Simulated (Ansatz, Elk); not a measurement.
# Bonding as seen by X-rays: NaHI2

The structure of NaHI2 used here is made up (a known structure type with other elements) and was relaxed beforehand with PBE. The aim is the Fourier transform of its all-electron density, F(hkl), set beside the sum over free spherical atoms that refinements use.

Method: DFT, PBE, all-electron APW+lo, Dirac cores, scalar-relativistic bands, static density, no spin, in Elk 11.2.3 (patched build).

The structure was built from a prototype and need not be the compound's stable phase.

## (1) The starting structure

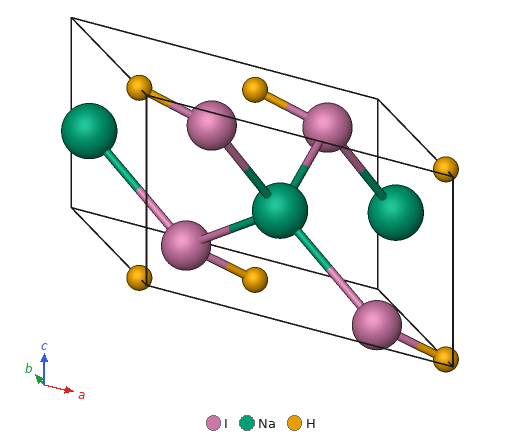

Start, viewed slightly off an axis; iodine pink, sodium teal, hydrogen orange. This picture shows the conventional cell, with its axes. Bonds to atoms that aren't drawn are left out. Some periodic images of atoms are drawn too.

## (2) Ground state and structure factors

An all-electron density is needed, since X-rays see the cores too. Task 0 finds the density and task 195 Fourier-transforms it; tshift is off so that phases refer to the origin typed.

Input file elk.in:

```
tasks
  0
  195

xctype
  20

spinpol
  .false.

rgkmax
  7.0

gmaxvr
  14.0

lmaxo
  7

lmaxapw
  8

swidth
  0.002

tshift
  .false.

ramdisk
  .false.

hmaxvr
  5.5

maxscl
  120

epspot
  1e-06

sppath
  './'

avec
  7.15600607874 -8.07865881539 -0.50535969529
  7.15600607874 8.07865881539 -0.50535969529
  -1.95257227153 0.00000000000 8.28732638963

atoms
  3
  'I.in'
  2
  0.6972929704 0.8413363546 0.0906277120   0.000000 0.000000 0.000000
  0.1586636454 0.3027070296 0.9093722880   0.000000 0.000000 0.000000
  'Na.in'
  1
  0.2380040739 0.7619959261 0.5000000000   0.000000 0.000000 0.000000
  'H.in'
  1
  0.9051393103 0.0948606897 0.0000000000   0.000000 0.000000 0.000000

ngridk
  4 4 5
```

Launch:

```console
$ OMP_NUM_THREADS=4 elk
```

Numbers of over 12 decimals in the logs are rounded to 6 here.

The program printed:

```text
┌─────────────────────────┐
│ Elk code version 11.2.3 │
└─────────────────────────┘

All units are atomic (Hartree, Bohr, etc.)

┌─────────────────────────────────────────────────┐
│ Ground-state run starting from atomic densities │
└─────────────────────────────────────────────────┘

Lattice vectors :
   7.156006079      -8.078658815     -0.5053596953
   7.156006079       8.078658815     -0.5053596953
  -1.952572272       0.000000000       8.287326390

Reciprocal lattice vectors :
  0.4464430979     -0.3888755207      0.1051862051
  0.4464430979      0.3888755207      0.1051862051
  0.5444804206E-01  0.8509138411E-18  0.7709964280

Unit cell volume      :    942.2528633
Brillouin zone volume :   0.2632522788

Muffin-tin inner radius fraction :   0.1000000000E-01

Nuclei treated as point charges

Species : 1 (I)
 parameters loaded from : I.in
 name : iodine
 nuclear charge    :   -53.00000000
 electronic charge :    53.00000000
 atomic mass :    231332.6972
 muffin-tin radius :    2.329516493
 number of radial points in muffin-tin :   1193
 inner part over the whole radius :   0.9879250284E-02
 number on inner part of muffin-tin    :    848
 approximate nuclear radius :   0.9002358621E-04
 number of mesh points to nuclear radius :    434
 atomic positions (lattice), magnetic fields (Cartesian) :
  1 :   0.69729297  0.84133635  0.09062771    0.00000000  0.00000000  0.00000000
  2 :   0.15866365  0.30270703  0.90937229    0.00000000  0.00000000  0.00000000

Species : 2 (Na)
 parameters loaded from : Na.in
 name : sodium
 nuclear charge    :   -11.00000000
 electronic charge :    11.00000000
 atomic mass :    41907.78703
 muffin-tin radius :    2.200000000
 number of radial points in muffin-tin :    793
 inner part over the whole radius :   0.9883648912E-02
 number on inner part of muffin-tin    :    551
 approximate nuclear radius :   0.5574345702E-04
 number of mesh points to nuclear radius :    238
 atomic positions (lattice), magnetic fields (Cartesian) :
  1 :   0.23800407  0.76199593  0.50000000    0.00000000  0.00000000  0.00000000

Species : 3 (H)
 parameters loaded from : H.in
 name : hydrogen
 nuclear charge    :   -1.000000000
 electronic charge :    1.000000000
 atomic mass :    1837.362221
 muffin-tin radius :    1.254355035
 number of radial points in muffin-tin :    393
 inner part over the whole radius :   0.9742276361E-02
 number on inner part of muffin-tin    :    257
 approximate nuclear radius :   0.2766748019E-04
 number of mesh points to nuclear radius :     78
 atomic positions (lattice), magnetic fields (Cartesian) :
  1 :   0.90513931  0.09486069  0.00000000    0.00000000  0.00000000  0.00000000

Total number of atoms per unit cell :    4
Total muffin-tin volume :    158.7741585
 ratio of muffin-tin to unit cell volume :   0.1685048299

Spin treatment :
 spin-unpolarised

Number of Bravais lattice symmetries :    4
Number of crystal symmetries         :    2
Crystal has no inversion symmetry
Complex Hermitian eigensolver will be used

k-point grid :      4     4     5
k-point offset :    0.000000000       0.000000000       0.000000000
k-point set is reduced with full crystal symmetry group
Total number of k-points :       42

Muffin-tin radius times maximum |G+k| :    7.000000000
 using average radius
Maximum |G+k| for APW functions       :    3.451086023
Maximum (1/2)|G+k|²                   :    5.954997370
Maximum |G| for potential and density :    14.00000000
Constant for pseudocharge density :    8
 order of it for each species :   15  15  15
 order of it for pair densities of each species (exact exchange by exxq0 0: 16) :   13  12   3
Radial integration step length :    1

G-vector grid sizes :     49    49    40
Number of G-vectors :    43651

Maximum angular momentum used for
 APW functions            :    8
 outer part of muffin-tin :    7
 inner part of muffin-tin :    2

Total nuclear charge    :   -118.0000000
Total core charge       :    74.00000000
Total valence charge    :    44.00000000
[...]
(states/Hartree/unit cell)

Estimated indirect band gap :   0.1223825551
 from k-point 9 to k-point 1
Estimated direct band gap   :   0.1279554588
 at k-point 1

Charges :
 core                        :    74.00000000
 valence                     :    44.00000000
 interstitial                :    7.286128363
 muffin-tins (core leakage)
  species : 1 (I)
   atom 1                    :    50.06327086     (  0.1001099057E-02)
   atom 2                    :    50.06327086     (  0.1001099057E-02)
  species : 2 (Na)
   atom 1                    :    9.980628853     ( -0.9715865357E-07)
  species : 3 (H)
   atom 1                    :   0.6067010551     (   0.000000000    )
 total in muffin-tins        :    110.7138716
 total calculated charge     :    117.9980008
 total charge                :    118.0000000
 error                       :   0.1999238232E-02

RMS change in Kohn-Sham potential (target) :    59.38029414     (  0.1000000000E-05)
Absolute change in total energy (target)   :    2.557329410     (  0.1000000000E-03)

[... loops 3 to 17 left out ...]

┌──────────────────┐
│ Loop number : 18 │
└──────────────────┘

Energies :
 Fermi                       :     0.54480933547028E-01
 sum of occupied eigenvalues :     -8770.2815939225
 electron kinetic            :      15254.044640526
 core electron kinetic       :      14824.142482900
 Coulomb                     :     -29277.227086342
 Coulomb potential           :     -23531.038780276
 nuclear-nuclear             :     -1098.2410115645
 electron-nuclear            :     -32838.371660936
 Hartree                     :      4659.3855861586
 Madelung                    :     -17511.707696204
 xc potential                :     -493.28745417226
 exchange                    :     -371.90736952257
 correlation                 :     -6.140483
 electron entropic           :    -0.45235432540023E-11
 total energy                :     -14401.230298247

Density of states at Fermi energy :   0.4983569342E-07
 (states/Hartree/unit cell)

Estimated indirect band gap :   0.1117921434
 from k-point 9 to k-point 1
Estimated direct band gap   :   0.1175131002
 at k-point 1

Charges :
 core                        :    74.00000000
 valence                     :    44.00000000
 interstitial                :    7.295608366
 muffin-tins (core leakage)
  species : 1 (I)
[...]
species : 2 (Na)
[...]
species : 3 (H)
   atom 1                    :   0.5726690042     (   0.000000000    )
 total in muffin-tins        :    110.7043916
 total calculated charge     :    117.9980188
 total charge                :    118.0000000
 error                       :   0.1981170044E-02

RMS change in Kohn-Sham potential (target) :   0.8249375485E-06 (  0.1000000000E-05)
Absolute change in total energy (target)   :   0.1079239155E-05 (  0.1000000000E-03)

Convergence targets achieved

┌──────────────────┐
│ Loop number : 19 │
└──────────────────┘

Energies :
 Fermi                       :     0.54480933107313E-01
 sum of occupied eigenvalues :     -8770.2815939289
 electron kinetic            :      15254.044640473
 core electron kinetic       :      14824.142482847
 Coulomb                     :     -29277.227086270
 Coulomb potential           :     -23531.038780213
 nuclear-nuclear             :     -1098.2410115645
 electron-nuclear            :     -32838.371660847
 Hartree                     :      4659.3855861417
 Madelung                    :     -17511.707696163
 xc potential                :     -493.28745418926
 exchange                    :     -371.90736952043
 correlation                 :     -6.140483
 electron entropic           :    -0.45235432540024E-11
 total energy                :     -14401.230298225

Density of states at Fermi energy :   0.4983569346E-07
 (states/Hartree/unit cell)

Estimated indirect band gap :   0.1117921430
 from k-point 9 to k-point 1
Estimated direct band gap   :   0.1175130998
 at k-point 1

Charges :
 core                        :    74.00000000
 valence                     :    44.00000000
 interstitial                :    7.295608365
 muffin-tins (core leakage)
  species : 1 (I)
   atom 1                    :    50.07037383     (  0.9918476520E-03)
   atom 2                    :    50.07037383     (  0.9918476520E-03)
  species : 2 (Na)
   atom 1                    :    9.990974972     ( -0.9715865446E-07)
  species : 3 (H)
   atom 1                    :   0.5726690044     (   0.000000000    )
 total in muffin-tins        :    110.7043916
 total calculated charge     :    117.9980188
 total charge                :    118.0000000
 error                       :   0.1981170043E-02

┌──────────────────────────────┐
│ Self-consistent loop stopped │
└──────────────────────────────┘

Warning : core states of species 1 leak from the muffin-tin :   0.9918476520E-03

Wrote STATE.OUT
```

It took 3.2 min on 4 threads of Arm Neoverse N1, shared host; peak memory 0.22 GiB; 11 min of CPU time.

SFACRHO.OUT:

```text

h k l indices transformed by vhmat matrix:
   1.000000000       0.000000000       0.000000000    
   0.000000000       1.000000000       0.000000000    
   0.000000000       0.000000000       1.000000000    

      h      k      l  multipl.   |H|            Re(F)            Im(F)           |F|

      0      0      0      1   0.0000000       118.00000      0.36786337E-15   118.00000    
      0      1      0      2  0.60133165       12.275921      -4.0712980       12.933434    
      1      0      0      2  0.60133165       12.275921       4.0712980       12.933434    
      0      0      1      2  0.77291661       72.428462     -0.52795416E-14   72.428462    
     -1      1      0      1  0.77775104       50.358491       74.974360       90.316844    
      1     -1      0      1  0.77775104       50.358491      -74.974360       90.316844    
      0     -1      1      2  0.86497835      -36.897880       8.2690735       37.813108    
     -1      0      1      2  0.86497835      -36.897880      -8.2690735       37.813108    
     -1     -1      0      2  0.91733435      -80.863314      0.27559799E-13   80.863314    
      1      1     -1      2   1.0086019      -95.036278     -0.84203478E-13   95.036278    
      0     -1     -1      2   1.0815785       51.248673      -34.089336       61.550867    
      0      1      1      2   1.0815785       51.248673       34.089336       61.550867    
      1     -1     -1      2   1.0964929       55.402207      -61.083835       82.465990    
     -1      1     -1      2   1.0964929       55.402207       61.083835       82.465990    
      2      0      0      2   1.2026633      -60.600391       67.413618       90.647688    
      0      2      0      2   1.2026633      -60.600391      -67.413618       90.647688    
     -2      1      0      2   1.2535522      0.27726145       18.964570       18.966597    
      1     -2      0      2   1.2535522      0.27726145      -18.964570       18.966597
```

Elk indexes on the primitive cell of elk.in and gives |H| = 4π sin θ/λ in inverse bohr. Below, one row stands for each form hkl of the conventional cell (m members, Friedel mates merged), F is for one primitive cell and the density is static (no thermal factor). Free-atom factors are Waasmaier and Kirfel's, and R is Σm||F|−|F'||/Σm|F|.

```tsv
hkl	m	sin θ/λ (Å⁻¹)	abs F, DFT	neutral atoms	diff.	abs of complex diff.
110	4	0.090	12.933	12.958	-0.024	0.075
001	2	0.116	72.428	72.193	+0.236	0.236
020	2	0.117	90.317	90.062	+0.255	0.257
1 1 -1	4	0.130	37.813	37.708	+0.106	0.132
200	2	0.138	80.863	80.492	+0.371	0.371
2 0 -1	2	0.152	95.036	94.717	+0.320	0.320
111	4	0.163	61.551	61.540	+0.010	0.066
021	4	0.165	82.466	82.454	+0.012	0.032
220	4	0.181	90.648	90.584	+0.063	0.069
130	4	0.189	18.967	18.982	-0.016	0.088
2 2 -1	4	0.192	74.875	74.802	+0.073	0.107
201	2	0.205	65.478	65.608	-0.130	0.130
1 3 -1	4	0.210	43.134	43.246	-0.112	0.113
3 1 -1	4	0.213	21.842	21.758	+0.084	0.084
310	4	0.215	32.855	32.904	-0.049	0.088
1 1 -2	4	0.230	71.721	71.833	-0.112	0.116
131	4	0.232	44.769	44.774	-0.005	0.006
2 0 -2	2	0.232	42.154	42.127	+0.027	0.027
002	2	0.233	41.981	42.046	-0.065	0.065
040	2	0.234	81.593	81.679	-0.086	0.121
221	4	0.236	49.340	49.416	-0.075	0.076
2 2 -2	4	0.260	53.798	53.809	-0.011	0.011
```

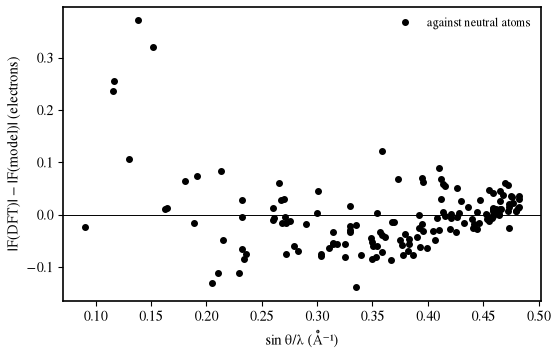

Difference between the calculated structure factors and the independent-atom ones.

## (3) The highest occupied states alone

An energy window below the Fermi level keeps the highest occupied states, to see at which angles they scatter; shallow core shells can lie inside it and anion s states outside. No new self-consistency is needed.

Changes to elk.in since step 2:

```diff
@@ -1,3 +1,2 @@
 tasks
-  0
   195
@@ -40,2 +39,5 @@
 
+wsfac
+  -0.496760 0.354480
+
 sppath
```

Launch:

```console
$ OMP_NUM_THREADS=4 elk
```

The program printed:

```text
┌─────────────────────────────────┐
│ Elk code version 11.2.3 started │
└─────────────────────────────────┘

Info(readinput): the functional depends on the density's gradient
 muffin-tin radial points multiplied by    2.00000
 (not where nrmtscf is given)

┌────────────────────┐
│ Current task : 195 │
└────────────────────┘
Info(checkmt): changed muffin-tin radius of species 1 (I) from   2.6000 to   2.3295
Info(checkmt): changed muffin-tin radius of species 3 (H) from   1.4000 to   1.2544

Info(sfacrho): density structure factors written to SFACRHO.OUT

 Energy window :  -0.4967600000      0.3544800000

┌──────────────────┐
│ Elk code stopped │
└──────────────────┘
```

Elapsed: 22 s, on 4 threads; peak memory 0.19 GiB; 24 s of CPU time.

States within 15 eV below the Fermi level hold 16.00 electrons; any levels below the window count with the cores. Their amplitudes can exceed the total, where window and core parts have opposite phase:

```tsv
hkl	sin θ/λ (Å⁻¹)	abs F, window	abs F, all
110	0.090	1.911	12.933
001	0.116	7.140	72.428
020	0.117	8.289	90.317
1 1 -1	0.130	2.149	37.813
200	0.138	5.213	80.863
2 0 -1	0.152	4.185	95.036
111	0.163	3.149	61.551
021	0.165	3.818	82.466
220	0.181	2.341	90.648
130	0.189	0.778	18.967
```

(Continued in part 2 of 2.)

[Logs are printed without paths, hosts, clocks, repeated set-up lines and the standing remarks that a program may print on its own settings, such as how far it seeks lower states.]

[Hosts, paths, dates, database ids (printed as entryN), source tags and the programs' standing remarks are cut or masked in the printed files.]
